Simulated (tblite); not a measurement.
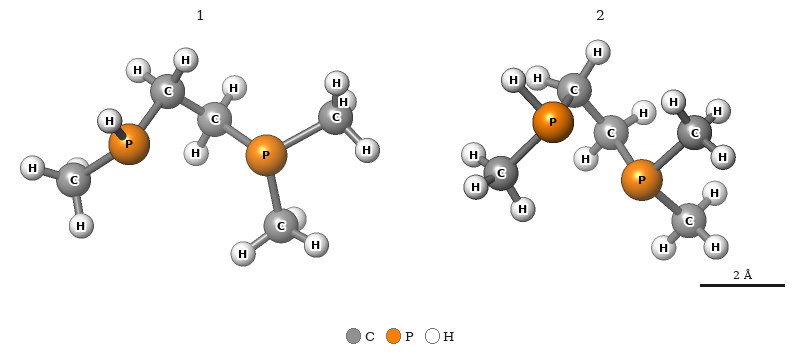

Two geometries of C5H14P2, drawn at one scale. One is the start of a relaxation, the other its converged end. The picture is a ball-and-stick view, seen at a tilt.

The calculation used GFN2-xTB geometry optimisation, gas phase (tblite 0.8.0). 

Q: Which one is relaxed?

A: Structure 2 is the relaxed one. The largest move after the best rigid fit is that of an H atom, 1.66 Å. By element the largest moves are H 1.66 Å, C 1.20 Å, P 0.85 Å. Near-neighbour distances that change, for instance: P–P 3.344 → 2.737 Å, C–P 1.881 → 1.840 Å, C–H 1.127 → 1.089 Å, H–P 1.445 → 1.411 Å. Among the angles between lasting bonds that change: C–P–H 113.6° → 95.0°, C–P–H 111.1° → 94.8°, C–P–C 112.9° → 100.0°. Groups turn about C–P by about 45°, C–C by about 35°. The energy falls by 41.0 kcal/mol in 211 geometry steps.
